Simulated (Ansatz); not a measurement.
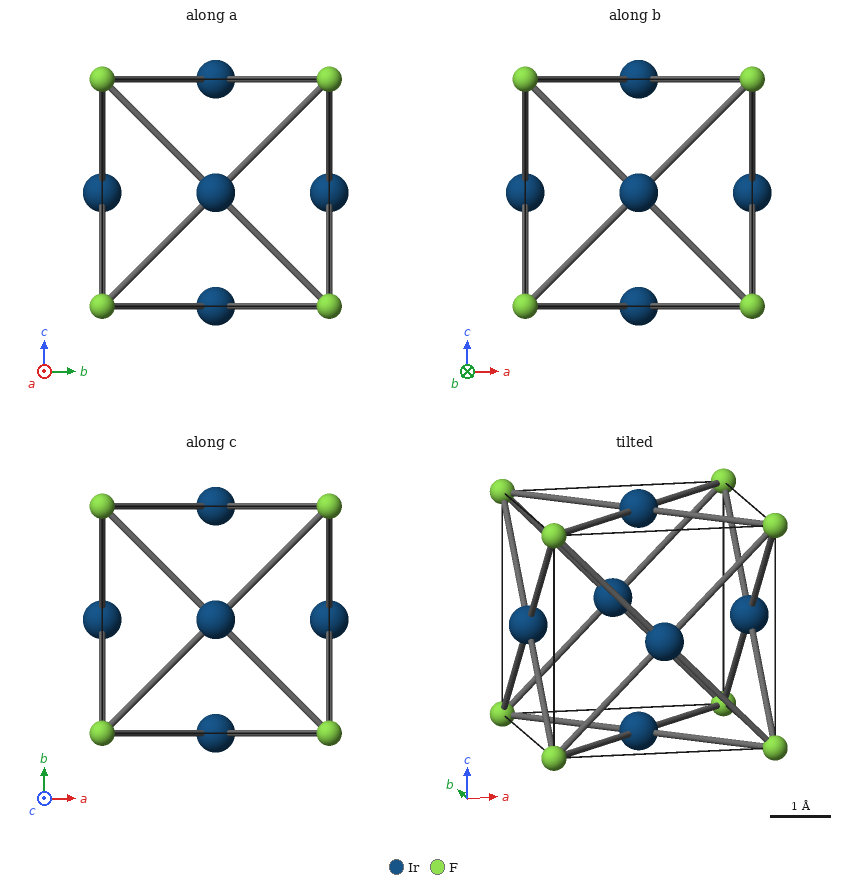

This ball-and-stick model is shown along the a axis, along the b axis, along the c axis and slightly off an axis. The conventional unit cell is drawn as a box.

Lattice parameters: a = 3.8434 Å, b = 3.8434 Å, c = 3.8434 Å, α = 90.000°, β = 90.000°, γ = 90.000°.

> Reconstruct the structure as a CIF with its space group and independent sites.

```cif
data_structure
_symmetry_space_group_name_H-M 'P m -3 m'
_symmetry_Int_Tables_number 221
_cell_length_a 3.8434
_cell_length_b 3.8434
_cell_length_c 3.8434
_cell_angle_alpha 90.000
_cell_angle_beta 90.000
_cell_angle_gamma 90.000
_cell_volume 56.77
loop_
_atom_site_label
_atom_site_type_symbol
_atom_site_symmetry_multiplicity
_atom_site_Wyckoff_symbol
_atom_site_fract_x
_atom_site_fract_y
_atom_site_fract_z
_atom_site_occupancy
Ir1 Ir 3 c 0.0000 0.5000 0.5000 1
F1 F 1 a 0.0000 0.0000 0.0000 1
```

The model was built from a structure type filled with these elements by a generator (whether the compound takes this form wasn't checked). Atoms and cell were optimised with DFT PBE, scalar-relativistic, plane waves, PAW in Ansatz.
